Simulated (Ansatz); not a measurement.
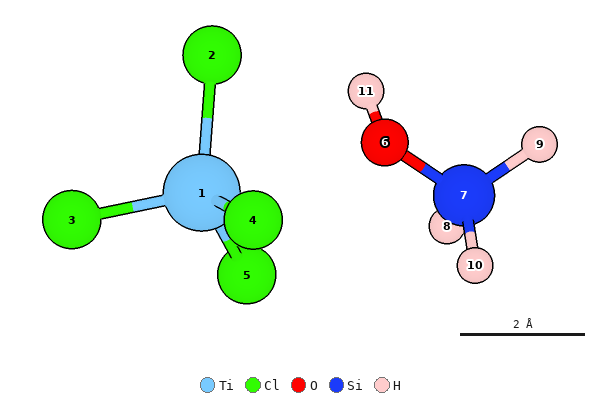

Fig. 1: The starting structure (ball-and-stick view, seen at a tilt; atoms are numbered from 1 in the order of the input). Sticks mark near contacts.

**Geometry relaxation, with input and output: TiSiH$_{4}$Cl$_{4}$O**

TiSiH$_{4}$Cl$_{4}$O, computed with RHF/def2-SVP (Ansatz 0.2.0).

It belongs to a series of runs on one base structure; here: end point A relaxed. Figures and captions count atoms from 1; the log counts them from 0 in places.

Output
```
The last accepted step is kept in [file] (removed where the run ends without a failure and the disk answers)
Engine: ansatz 0.2.0, x86_64-unknown-linux-gnu
Functional definition: HF
  exchange = exact_x
  correlation = 0
1622 factors; integrals over basis functions are off by at most 5.6e-4 eV
mean field evaluation 1: about -83038.6184 eV, gradient 5.2e1 eV
mean field evaluation 2: about -83038.7382 eV, gradient 5.3e1 eV
mean field evaluation 4: about -83047.5286 eV, gradient 1.2e1 eV
mean field evaluation 8: about -83047.8463 eV, gradient 4.5e-1 eV
mean field -83047.84847606 eV, -3051.9521396418 hartree, gradient 2.4e-5 eV, S^2 0.000000; 0 other end points of the search recorded, 0 dependent functions left out
the calculation of the forces begins
reference -83047.84847606 eV, -3051.9521396418 hartree; 58, 58 occupied and 97, 97 virtual orbitals, 1622 factors
relax step   1: F+E_penalty+E_count = -83047.84847606 eV  Δ(F+E_penalty+E_count) = +0.000e0 eV  max|allowed force component| = 1.471e0 eV/Å  Δτ_max = 0.0000 Å  (41 SCF iters, accepted)
these checks for a lower state are left out or cut short: starts, cluster_reference, orbital_swaps, neighbouring_geometries, increment
1622 factors; integrals over basis functions are off by at most 5.8e-4 eV
mean field evaluation 16: about -83047.9962 eV, gradient 9.0e-1 eV
mean field -83047.99886219 eV, -3051.9576662299 hartree, gradient 1.3e-5 eV, S^2 0.000000; 0 other end points of the search recorded, 0 dependent functions left out
[... from here on the field's lines of each further geometry are left out, up to the last ...]
relax step   2: F+E_penalty+E_count = -83047.99886219 eV  Δ(F+E_penalty+E_count) = -1.504e-1 eV  max|allowed force component| = 4.949e-1 eV/Å  Δτ_max = 0.1072 Å  (42 SCF iters, accepted)
relax step   3: F+E_penalty+E_count = -83048.04709937 eV  Δ(F+E_penalty+E_count) = -4.824e-2 eV  max|allowed force component| = 5.442e-1 eV/Å  Δτ_max = 0.1527 Å  (42 SCF iters, accepted)
relax step   4: F+E_penalty+E_count = -83048.16660702 eV  Δ(F+E_penalty+E_count) = -1.195e-1 eV  max|allowed force component| = 1.074e0 eV/Å  Δτ_max = 0.1936 Å  (43 SCF iters, accepted)
relax step   5: F+E_penalty+E_count = -83048.12984543 eV  Δ(F+E_penalty+E_count) = +3.676e-2 eV  max|allowed force component| = 2.016e0 eV/Å  Δτ_max = 0.1948 Å  (49 SCF iters, rejected (line search))
relax step   6: F+E_penalty+E_count = -83048.24531437 eV  Δ(F+E_penalty+E_count) = -7.871e-2 eV  max|allowed force component| = 4.761e-1 eV/Å  Δτ_max = 0.0950 Å  (43 SCF iters, accepted)
relax step   7: F+E_penalty+E_count = -83048.25720542 eV  Δ(F+E_penalty+E_count) = -1.189e-2 eV  max|allowed force component| = 2.824e-1 eV/Å  Δτ_max = 0.0999 Å  (42 SCF iters, accepted)
relax step   8: F+E_penalty+E_count = -83048.26457977 eV  Δ(F+E_penalty+E_count) = -7.374e-3 eV  max|allowed force component| = 1.327e-1 eV/Å  Δτ_max = 0.0916 Å  (43 SCF iters, accepted)
relax step   9: F+E_penalty+E_count = -83048.26598218 eV  Δ(F+E_penalty+E_count) = -1.402e-3 eV  max|allowed force component| = 1.894e-1 eV/Å  Δτ_max = 0.0867 Å  (43 SCF iters, accepted)
relax step  10: F+E_penalty+E_count = -83048.26689690 eV  Δ(F+E_penalty+E_count) = -9.147e-4 eV  max|allowed force component| = 1.412e-1 eV/Å  Δτ_max = 0.0675 Å  (44 SCF iters, accepted)
relax step  11: F+E_penalty+E_count = -83048.26891701 eV  Δ(F+E_penalty+E_count) = -2.020e-3 eV  max|allowed force component| = 4.574e-2 eV/Å  Δτ_max = 0.0389 Å  (45 SCF iters, accepted)
the calculation of the forces begins
reference -83048.26918950 eV, -3051.9676005753 hartree; 58, 58 occupied and 97, 97 virtual orbitals, 1624 factors
relax step  12: F+E_penalty+E_count = -83048.26918950 eV  Δ(F+E_penalty+E_count) = -2.725e-4 eV  max|allowed force component| = 9.089e-3 eV/Å  Δτ_max = 0.0142 Å  (44 SCF iters, accepted)
1624 factors; integrals over basis functions are off by at most 6.6e-4 eV
mean field evaluation 128: about -83048.2486 eV, gradient 1.0e0 eV
```

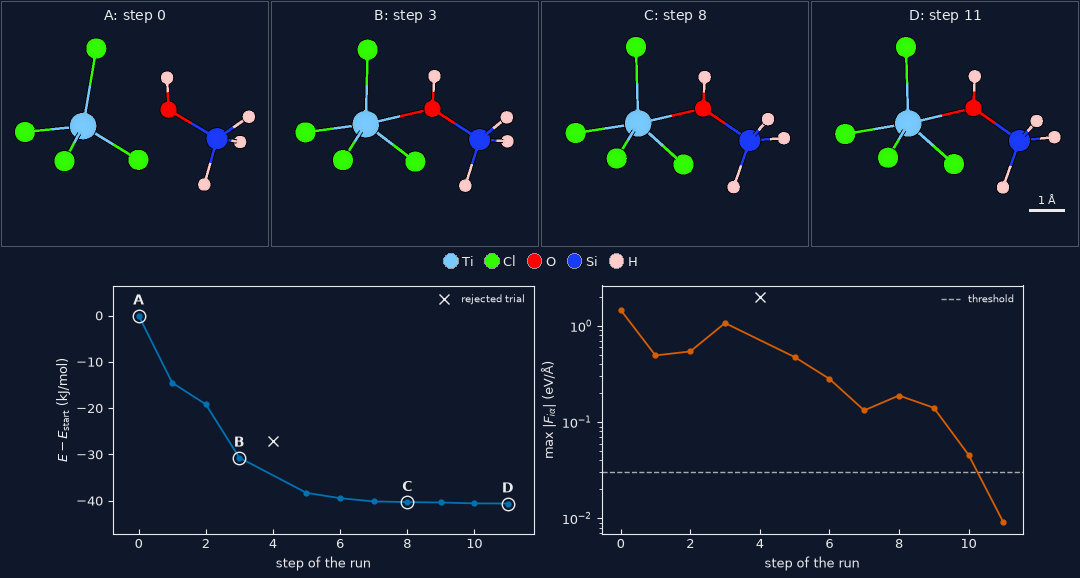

Fig. 2: Frames of the relaxation (ball-and-stick view, seen at a tilt) above the curves, on which the letters mark them (the first geometry is step 0 here and step 1 in the log).

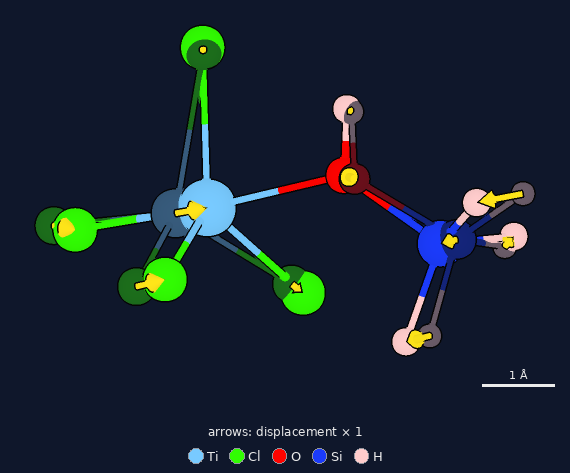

Fig. 3: Start (faint) and end (solid) with the displacements as yellow arrows, at true length (ball-and-stick view, seen at a tilt). The two geometries are laid on each other by the best rigid fit. The atom that moves furthest after the best rigid fit is H9 (0.68 Å). Largest moves by element: H 0.68 Å, Cl 0.52 Å, Ti 0.51 Å, O 0.50 Å, Si 0.28 Å. Among the contacts that change: Ti1–O6 3.110 → 2.232 Å, Ti1–Cl2 2.323 → 2.240 Å, Ti1–Cl5 2.171 → 2.223 Å, O6–Si7 1.662 → 1.710 Å. New bonds form: Ti1–O6 (3.11 → 2.23 Å). Among the angles that change: Cl2–Ti1–Cl5 112.4° → 122.9°, Cl2–Ti1–Cl3 106.5° → 96.2°, Cl3–Ti1–Cl5 104.7° → 97.2°. The energy falls by 40.6 kJ/mol in 11 geometry steps. Largest force component: 1.5 eV/Å at the start, 0.0091 eV/Å at the end. The line search rejected the trial step at point 4 (counted from 0) and went back. (Atoms are counted from 1 in the order of the input.)

```
mean field -83048.26918950 eV, -3051.9676005753 hartree, gradient 1.3e-5 eV, S^2 0.000000; 1 other end points of the search recorded, 0 dependent functions left out
the calculation of the forces begins
reference -83048.26918950 eV, -3051.9676005753 hartree; 58, 58 occupied and 97, 97 virtual orbitals, 1624 factors
Total energy: -83048.26918950 eV, -3051.9676005753 hartree
Atom 0 at    -0.010565     0.036234     0.069566 Å, force    -0.001793     0.008049     0.000754 eV/Å
Atom 1 at     0.432400    -0.020958     2.264994 Å, force     0.001703    -0.002614     0.001003 eV/Å
Atom 2 at     2.051341     0.397338    -0.577932 Å, force    -0.001137    -0.000203     0.000357 eV/Å
Atom 3 at    -0.933794     1.868361    -0.732409 Å, force    -0.000045    -0.004546    -0.000979 eV/Å
Atom 4 at    -0.363480    -1.795732    -1.139492 Å, force    -0.000076    -0.000006    -0.001424 eV/Å
Atom 5 at    -2.047810    -0.426857     0.856007 Å, force    -0.009089    -0.006029    -0.006395 eV/Å
Atom 6 at    -3.499080    -0.945565     0.114575 Å, force     0.003684     0.003297    -0.000123 eV/Å
Atom 7 at    -3.574857    -2.412761     0.180421 Å, force     0.001026    -0.003554     0.003088 eV/Å
Atom 8 at    -4.591609    -0.341909     0.900246 Å, force    -0.000385     0.002870     0.001683 eV/Å
Atom 9 at    -3.476913    -0.450804    -1.264584 Å, force     0.005039     0.001707     0.000442 eV/Å
Atom 10 at    -2.045033    -0.340147     1.802406 Å, force     0.001073     0.001028     0.001593 eV/Å
Dipole moment:    -1.005622    -0.227765     0.329673 e Å
```

Trajectory as extended XYZ (Å, eV, eV/Å), 12 frames, from step=1 to step=12
```
11
Properties=species:S:1:pos:R:3:forces:R:3 step=1 energy=-83047.84848
Ti    0.4651    0.1415   -0.0855   -0.3601  -0.1483   1.4709
Cl    0.3718    0.0332    2.2334    0.2280   0.0810  -1.4291
Cl    2.5586    0.2608   -0.6089    0.0049   0.0351   0.0582
Cl   -0.4608    1.9076   -0.9141    0.0366   0.0066  -0.0168
Cl   -0.2335   -1.6858   -1.0280    0.0652   0.0156  -0.0464
O    -2.4740   -0.1578    0.8859    0.6267  -0.2360   1.1314
Si   -3.7564   -0.9747    0.2158    0.0617   0.0026  -0.0209
H    -3.4349   -2.4067    0.0172   -0.0332   0.0244   0.0493
H    -4.9617   -0.8763    1.0716    0.0432   0.0210   0.0043
H    -3.9983   -0.3343   -1.0895   -0.0364  -0.0118   0.0070
H    -2.1351   -0.3403    1.7759   -0.6366   0.2099  -1.2079
11
Properties=species:S:1:pos:R:3:forces:R:3 step=2 energy=-83047.99886
Ti    0.3766    0.1210   -0.0449   -0.1756  -0.0497   0.3439
Cl    0.4382    0.0297    2.1631   -0.0190   0.0056  -0.0628
Cl    2.4756    0.2653   -0.5412    0.1416   0.0318  -0.0985
Cl   -0.5239    1.8941   -0.8868   -0.0593   0.2023  -0.0713
Cl   -0.2789   -1.7017   -1.0261    0.0251  -0.2077  -0.1316
O    -2.4055   -0.1823    0.8626    0.4949   0.0644   0.4682
Si   -3.7104   -0.9659    0.1968   -0.1527  -0.1798  -0.0962
H    -3.4265   -2.4089    0.0278   -0.0195   0.0466   0.0020
H    -4.9046   -0.8368    1.0631    0.0509   0.0721   0.0272
H    -3.9561   -0.3316   -1.1102    0.0183  -0.0166   0.0174
H    -2.1438   -0.3158    1.7697   -0.3047   0.0311  -0.3982
11
Properties=species:S:1:pos:R:3:forces:R:3 step=3 energy=-83048.04710
Ti    0.2424    0.0893   -0.0297   -0.3419  -0.0267  -0.1320
Cl    0.3405    0.0076    2.1481    0.3243   0.0097   0.5442
Cl    2.3444    0.2568   -0.5540    0.0333   0.0277  -0.0260
Cl   -0.6310    1.8918   -0.8729   -0.0338   0.0987  -0.0612
Cl   -0.3389   -1.7577   -1.0466    0.0304  -0.1036  -0.1096
O    -2.2917   -0.2119    0.8945    0.4320   0.1128   0.2322
Si   -3.6042   -0.9459    0.1787   -0.3792  -0.2960  -0.1323
H    -3.3643   -2.3976    0.0256   -0.0351   0.0719   0.0006
H    -4.8020   -0.7647    1.0315    0.0626   0.0703   0.0083
H    -3.8069   -0.3090   -1.1340    0.0647  -0.0029   0.0364
H    -2.1476   -0.2916    1.8327   -0.1572   0.0384  -0.3606
11
Properties=species:S:1:pos:R:3:forces:R:3 step=4 energy=-83048.16661
Ti    0.0642    0.0524    0.0365   -0.3047  -0.0506  -0.4829
Cl    0.3490   -0.0071    2.2011    0.3209   0.0150   0.7570
Cl    2.1607    0.2554   -0.5515   -0.0107   0.0308   0.0048
Cl   -0.7619    1.8845   -0.8356   -0.0226   0.0468  -0.0249
Cl   -0.3973   -1.8125   -1.0597    0.0176  -0.0050  -0.0446
O    -2.1513   -0.2570    0.8546    0.5373   0.1728   1.0742
Si   -3.5111   -0.9338    0.1473   -0.7169  -0.4580  -0.4188
H    -3.3384   -2.3973    0.0209   -0.0488   0.1415   0.0520
H    -4.6859   -0.6627    1.0146    0.2043   0.0690  -0.0167
H    -3.6815   -0.3064   -1.1739    0.0579  -0.0077   0.0693
H    -2.1060   -0.2482    1.8195   -0.0342   0.0455  -0.9694
11
Properties=species:S:1:pos:R:3:forces:R:3 step=5 energy=-83048.12985 accepted=F
Ti   -0.1114    0.0156    0.1033    1.2395   0.1679  -0.5531
Cl    0.3993    0.0034    2.2891   -0.1240   0.0109   0.1497
Cl    1.9792    0.2812   -0.5329    0.1005  -0.0070  -0.0385
Cl   -0.8821    1.8805   -0.7934   -0.1131   0.0147   0.0146
Cl   -0.4447   -1.8528   -1.0839   -0.0297   0.0345  -0.0485
O    -2.0059   -0.3443    0.8010   -0.8166   0.0853   2.0161
Si   -3.4437   -0.9372    0.0980   -0.8110  -0.4252  -0.2782
H    -3.3811   -2.4146    0.0425   -0.0061   0.2595   0.0195
H    -4.5503   -0.5229    1.0089    0.3385   0.0067  -0.1535
H    -3.5697   -0.3156   -1.2282    0.0480  -0.0548   0.0934
H    -2.0488   -0.2262    1.7693    0.1740  -0.0925  -1.2215
11
Properties=species:S:1:pos:R:3:forces:R:3 step=6 energy=-83048.24531
Ti    0.0264    0.0459    0.0590   -0.1167  -0.0714   0.0202
Cl    0.4093    0.0129    2.2611   -0.0098   0.0130   0.0050
Cl    2.1200    0.2771   -0.5505   -0.0809   0.0243   0.0100
Cl   -0.8123    1.8796   -0.8172    0.0137  -0.0353   0.0299
Cl   -0.3965   -1.8082   -1.0894    0.0195   0.0437  -0.0049
O    -2.1034   -0.3242    0.8406    0.1207   0.0513   0.4639
Si   -3.5168   -0.9514    0.1213   -0.0653  -0.0730   0.0116
H    -3.4028   -2.4191    0.0402   -0.0656   0.0902  -0.0061
H    -4.6407   -0.5791    1.0151    0.1323   0.0030  -0.0898
H    -3.6372   -0.3232   -1.2017    0.0029  -0.0421   0.0361
H    -2.1054   -0.2431    1.7953    0.0493  -0.0037  -0.4761
11
Properties=species:S:1:pos:R:3:forces:R:3 step=7 energy=-83048.25721
Ti   -0.0185    0.0281    0.0694   -0.0136   0.0745   0.0609
Cl    0.4075    0.0235    2.2703    0.0199  -0.0094  -0.0099
Cl    2.0652    0.2752   -0.5641   -0.0256   0.0056  -0.0069
Cl   -0.8671    1.8744   -0.7781    0.0328  -0.0397   0.0160
Cl   -0.4525   -1.8002   -1.1262    0.0322   0.0201   0.0069
O    -2.0703   -0.3484    0.8665    0.0514  -0.0293   0.2185
Si   -3.4751   -0.9558    0.1093   -0.1759  -0.0185   0.0388
H    -3.4096   -2.4249    0.0655   -0.0379   0.0448  -0.0010
H    -4.5938   -0.5179    0.9728    0.0397  -0.0177  -0.0646
H    -3.5442   -0.3507   -1.2260    0.0039  -0.0349   0.0239
H    -2.1009   -0.2359    1.8144    0.0729   0.0044  -0.2824
11
Properties=species:S:1:pos:R:3:forces:R:3 step=8 energy=-83048.26458
Ti   -0.0151    0.0343    0.0792    0.0505  -0.0279  -0.0603
Cl    0.4114    0.0164    2.2782    0.0137   0.0032   0.0262
Cl    2.0587    0.3111   -0.5682    0.0585   0.0118   0.0217
Cl   -0.8615    1.8830   -0.7541   -0.0608   0.0286   0.0131
Cl   -0.4083   -1.7848   -1.1422   -0.0244  -0.0283  -0.0074
O    -2.0504   -0.3947    0.8497   -0.1327  -0.0142   0.0641
Si   -3.4920   -0.9639    0.1159   -0.0146   0.0033  -0.0169
H    -3.4938   -2.4352    0.1000    0.0203   0.0398   0.0306
H    -4.5940   -0.4616    0.9636    0.0669  -0.0003  -0.0249
H    -3.5403   -0.3977   -1.2366    0.0078  -0.0019   0.0236
H    -2.0741   -0.2396    1.7884    0.0146  -0.0142  -0.0698
11
Properties=species:S:1:pos:R:3:forces:R:3 step=9 energy=-83048.26598
Ti   -0.0072    0.0377    0.0707    0.0323   0.0071  -0.0196
Cl    0.4076    0.0101    2.2731    0.0134  -0.0066   0.0226
Cl    2.0673    0.3614   -0.5529    0.0381   0.0102   0.0075
Cl   -0.8888    1.8705   -0.7647   -0.0460   0.0180   0.0060
Cl   -0.3607   -1.7854   -1.1495   -0.0352  -0.0404  -0.0093
O    -2.0462   -0.4162    0.8399   -0.1231  -0.0524  -0.1618
Si   -3.5043   -0.9516    0.1190    0.0108   0.0269  -0.0090
H    -3.5537   -2.4196    0.1488    0.0250  -0.0291  -0.0012
H    -4.5882   -0.3961    0.9522    0.0182   0.0192  -0.0097
H    -3.5302   -0.4195   -1.2457    0.0091   0.0039  -0.0149
H    -2.0551   -0.3240    1.7828    0.0576   0.0432   0.1894
11
Properties=species:S:1:pos:R:3:forces:R:3 step=10 energy=-83048.26690
Ti   -0.0073    0.0284    0.0700   -0.0581   0.0038   0.0093
Cl    0.4326   -0.0346    2.2659    0.0015   0.0036  -0.0131
Cl    2.0509    0.3990   -0.5790    0.0064  -0.0037  -0.0074
Cl   -0.9416    1.8600   -0.7239    0.0298   0.0023  -0.0135
Cl   -0.3630   -1.8087   -1.1305    0.0070   0.0185   0.0015
O    -2.0531   -0.4233    0.8547    0.1412   0.0221  -0.0409
Si   -3.4987   -0.9467    0.1097   -0.0214  -0.0199   0.1087
H    -3.5615   -2.4156    0.1636   -0.0058   0.0135  -0.0118
H    -4.5885   -0.3585    0.9120   -0.0154  -0.0041  -0.0296
H    -3.4880   -0.4391   -1.2646    0.0090   0.0043  -0.0067
H    -2.0414   -0.2937    1.7959   -0.0942  -0.0404   0.0032
11
Properties=species:S:1:pos:R:3:forces:R:3 step=11 energy=-83048.26892
Ti   -0.0107    0.0353    0.0682   -0.0030   0.0105   0.0055
Cl    0.4283   -0.0184    2.2659   -0.0062   0.0000  -0.0041
Cl    2.0555    0.3950   -0.5671   -0.0101  -0.0075  -0.0109
Cl   -0.9309    1.8649   -0.7442    0.0038  -0.0155   0.0109
Cl   -0.3671   -1.7958   -1.1408    0.0151   0.0028  -0.0052
O    -2.0477   -0.4284    0.8540    0.0194   0.0124  -0.0323
Si   -3.4997   -0.9471    0.1162   -0.0093   0.0073  -0.0102
H    -3.5688   -2.4152    0.1701   -0.0079   0.0032   0.0086
H    -4.5888   -0.3492    0.9121    0.0021  -0.0126  -0.0057
H    -3.4850   -0.4417   -1.2593    0.0004  -0.0011  -0.0022
H    -2.0446   -0.3323    1.7988   -0.0042   0.0006   0.0457
11
Properties=species:S:1:pos:R:3:forces:R:3 step=12 energy=-83048.26919
Ti   -0.0106    0.0362    0.0696   -0.0018   0.0080   0.0008
Cl    0.4324   -0.0210    2.2650    0.0017  -0.0026   0.0010
Cl    2.0513    0.3973   -0.5779   -0.0011  -0.0002   0.0004
Cl   -0.9338    1.8684   -0.7324    0.0000  -0.0045  -0.0010
Cl   -0.3635   -1.7957   -1.1395   -0.0001   0.0000  -0.0014
O    -2.0478   -0.4269    0.8560   -0.0091  -0.0060  -0.0064
Si   -3.4991   -0.9456    0.1146    0.0037   0.0033  -0.0001
H    -3.5749   -2.4128    0.1804    0.0010  -0.0036   0.0031
H    -4.5916   -0.3419    0.9002   -0.0004   0.0029   0.0017
H    -3.4769   -0.4508   -1.2646    0.0050   0.0017   0.0004
H    -2.0450   -0.3401    1.8024    0.0011   0.0010   0.0016
```

The run was set up as follows.

Input file
```yaml
crystal:
  periodic: [false, false, false]
  atoms:
    - { symbol: Ti, position_ang: [0.465072, 0.141469, -0.085522] }
    - { symbol: Cl, position_ang: [0.371786, 0.033216, 2.233381] }
    - { symbol: Cl, position_ang: [2.558597, 0.260814, -0.608935] }
    - { symbol: Cl, position_ang: [-0.46082, 1.907573, -0.914091] }
    - { symbol: Cl, position_ang: [-0.233539, -1.685774, -1.027978] }
    - { symbol: O, position_ang: [-2.474044, -0.157798, 0.885901] }
    - { symbol: Si, position_ang: [-3.756364, -0.974659, 0.215841] }
    - { symbol: H, position_ang: [-3.434944, -2.406717, 0.017162] }
    - { symbol: H, position_ang: [-4.961749, -0.876276, 1.071578] }
    - { symbol: H, position_ang: [-3.998283, -0.334305, -1.089476] }
    - { symbol: H, position_ang: [-2.135112, -0.340342, 1.775937] }
basis:
  gaussian: { orbitals: def2-SVP }
hamiltonian:
  xc: hf
relax:
  f_tol: 0.03
  max_steps: 50
```

Command:
```bash
ansatz run input.yaml --threads 4 --pin off --max-ram 5120MiB --backend cpu --events-out ev --progress --plain --runs-dir out
```

Key numbers

```csv
quantity,value
outcome,converged
total energy,−83048.2692 eV
mean-field energy,−83048.2692 eV
largest force (length of the vector) at the end,0.013 eV/Å
hardware,"4 threads of AMD EPYC 7571, 16 GiB of memory available, shared host"
wall time,97 s (CPU time 5.8 min)
peak memory,0.56 GiB
```
